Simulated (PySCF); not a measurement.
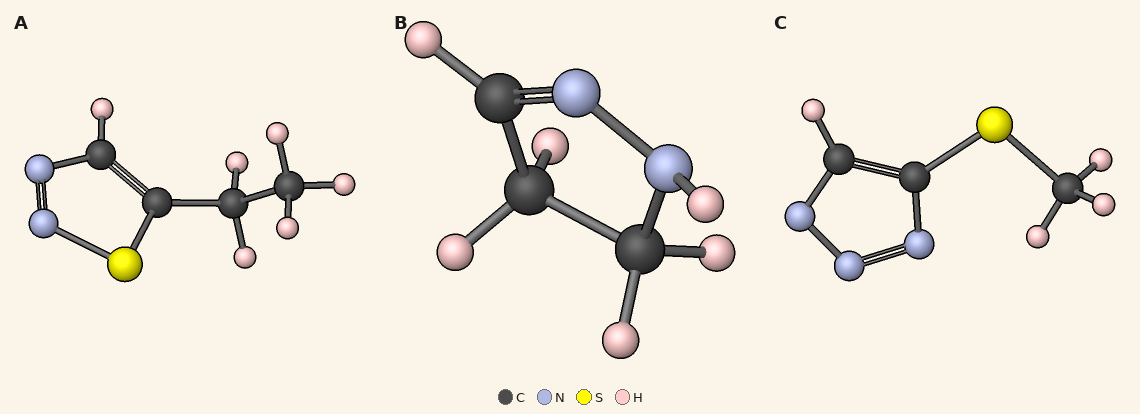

The picture comes from a calculation with PySCF.

```xyz
11
charge -1, multiplicity 1
C     2.1059   -0.0733   -0.1007
S     0.8729    1.2567   -0.2779
C    -0.5979    0.2824   -0.1231
C    -1.9215    0.6953   -0.1823
N    -2.6681   -0.4025   -0.0045
N    -1.8427   -1.4177    0.1523
N    -0.5826   -1.0416    0.0869
H     1.5291   -0.9780    0.0818
H     2.6837   -0.1521   -1.0190
H     2.7600    0.1566    0.7371
H    -2.3334    1.6768   -0.3367
```

### Which picture belongs to the input above?

C. The file holds C3H4N3S(-), `CSc1c[n-]nn1`.
